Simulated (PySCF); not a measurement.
Input

```
{"job": {"kind": "uv", "xc": "CAM-B3LYP", "basis": "def2-SVPD", "nstates": 8, "ntriplets": 3}, "charge": 0, "multiplicity": 1}
C     -2.057443     0.947233     0.584098
C     -1.735102    -0.132425    -0.441451
C     -0.722271    -1.141156     0.094288
O      0.532131    -0.517699     0.388322
C      1.401648    -0.354831    -0.609108
O      1.198433    -0.701501    -1.746715
Si     3.000778     0.475258     0.053985
F      3.913197    -0.714042     0.640168
H     -1.151233     1.470411     0.880953
H     -2.754235     1.669797     0.166748
H     -2.505997     0.506513     1.471815
H     -2.641651    -0.675268    -0.713259
H     -1.328704     0.321056    -1.347538
H     -0.554160    -1.933903    -0.641710
H     -1.058239    -1.572057     1.039500
H      3.770058     1.055573    -1.030673
H      2.685792     1.309069     1.200666
```

Launched as:

```sh
OMP_NUM_THREADS=1 python probes_run.py task.json out
```

Geometry: GFN2-xTB.

Level of theory: PySCF 2.14.0, CAM-B3LYP/def2-SVPD, SCF density, gas phase.

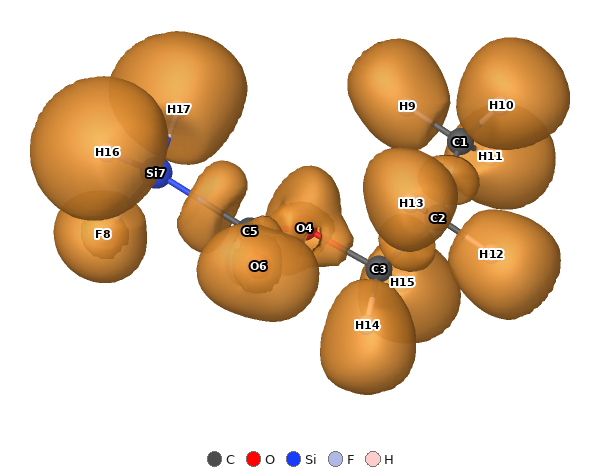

C₄H₉FO₂Si (SMILES CCCOC(=O)[SiH2]F). Isosurface of the electron localisation function at 0.75 (orange), seen at a tilt. Only the valence region is drawn (cores and ρ < 0.01 e/Å³ removed).

Describe the localisation domains.

Answer. At this value the surface marks out two regions between bonded C–C atoms (shared pairs), one region between bonded C–Si atoms (shared pairs), nine regions around hydrogen nuclei, two regions on O in which the atom's valence shell and bonds are merged and one region wrapped around F (its lone pairs, merged into a ring or cap).

Values along the shortest contacts:
C–O (1.21 Å): the ELF peaks at about 0.90 between the atoms; a multiple bond. C–C (1.52 Å): the ELF peaks at about 0.95 between the atoms (localised, covalent bonding).
